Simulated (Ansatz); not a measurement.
# Response to strain in TiAl

The reference is TiAl (space group P4/mmm, No. 123; relaxed with 0.1 eV smearing).

```
CELL_PARAMETERS angstrom
      2.76616     0.00000     0.00000
      0.00000     2.76616     0.00000
      0.00000     0.00000     4.00209
ATOMIC_POSITIONS crystal
  Ti 0.00000 0.00000 0.00000
  Al 0.50000 0.50000 0.50000
```

Cartesian axes are those of the cell as printed.

Strains are applied to the cell and any free atomic positions relax.

The values are results of plane-wave PAW DFT at the LDA level (Ansatz, a first-principles code, 420 eV), no spin-orbit coupling, not measurements.

Notes on the quantities. energy relative to the base: free energy F.

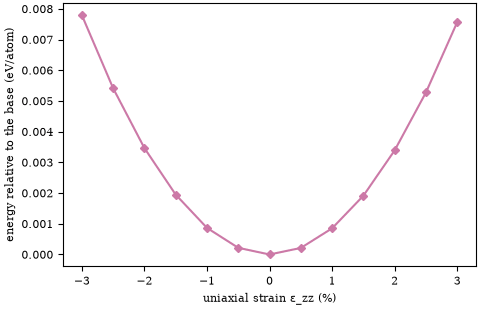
Energy relative to the base against uniaxial strain ε_zz

```
uniaxial strain ε_zz (%)  energy relative to the base
------------------------  ---------------------------
-3                                      +7.8 meV/atom
-2.5                                    +5.4 meV/atom
-2                                      +3.5 meV/atom
-1.5                                    +1.9 meV/atom
-1                                      +0.9 meV/atom
-0.5                                    +0.2 meV/atom
0.5                                     +0.2 meV/atom
1                                       +0.9 meV/atom
1.5                                     +1.9 meV/atom
2                                       +3.4 meV/atom
2.5                                     +5.3 meV/atom
3                                       +7.6 meV/atom
```

No phonon test of stability was made. The final runs are not spin-polarised.
